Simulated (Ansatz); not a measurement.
```xyz
8

Si   -0.1973   -0.2856   -0.1034
H    -0.4712   -0.4899    1.3368
Cl    1.8327   -0.5571   -0.4779
H    -0.6312    1.0336   -0.6110
H    -0.8773   -1.3583   -0.8787
O     1.0763    1.8877    1.4549
H     1.7808    2.0177    0.8055
H     1.5048    1.3705    2.1498
```

Method: RKS PBE0-D4/6-31G* (Ansatz 0.2.0).

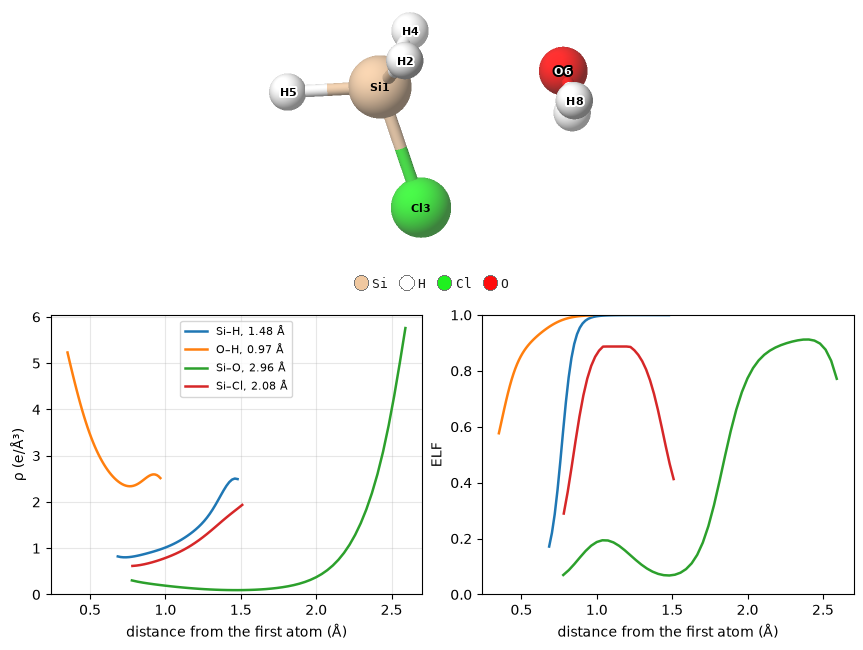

ClH3Si···H2O. Electron density and ELF along straight lines between neighbouring atoms. The curves leave out the atomic cores. The structure is drawn too.

### Compare the contacts.

Si–H (1.48 Å): ρ is about 0.8 e/Å³ halfway; the ELF climbs to about 1 towards the hydrogen, as it does in any bond to H.
O–H (0.97 Å): ρ at the midpoint is about 3.6 e/Å³; the ELF climbs to about 1 towards the hydrogen; an ordinary covalent bond to hydrogen.
Si1···O6 (2.96 Å): the density falls to about 0.09 e/Å³ on the way; the ELF dips to about 0.05 between them.
Si–Cl (2.08 Å): the density is about 0.84 e/Å³ at the midpoint; the ELF peaks at about 0.90 between the atoms (a shared but strongly polarised pair).
